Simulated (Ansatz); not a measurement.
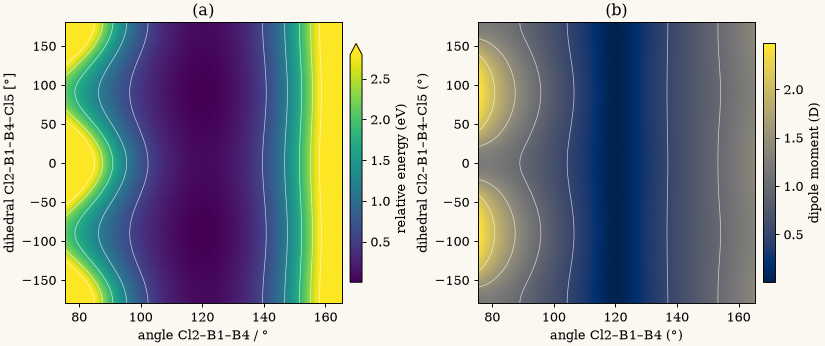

B2(Cl)4. 
- Coordinates scanned: (1) angle Cl2–B1–B4; (2) dihedral Cl2–B1–B4–Cl5.
- Nothing is relaxed (all other coordinates rigid).
- The grid has 15 × 15 points; 180 points were computed and 45 follow by symmetry.
- Energies: eV, counted from the relaxed molecule at the same level.
- All numbers below come from RKS PBE0-D4/def2-SVP (Ansatz 0.2.0).

Panel (a) is the energy; panel (b) is the computed dipole moment, in D.

Drawn: a smooth colour map with a few white contour lines, one colour for all values above the top of the scale. Between grid points the surface is interpolated.

> How does the dipole moment vary over the map, and what is it at the lowest grid point?

Leaving out the highest fifth of the energies, it runs from 0.00 D at angle Cl2–B1–B4 = 120.3°, dihedral Cl2–B1–B4–Cl5 = −180° to 2.47 D at angle Cl2–B1–B4 = 75.3°, dihedral Cl2–B1–B4–Cl5 = −84°. At the lowest grid point, angle Cl2–B1–B4 = 120.3°, dihedral Cl2–B1–B4–Cl5 = 84°, it is 0.00 D.
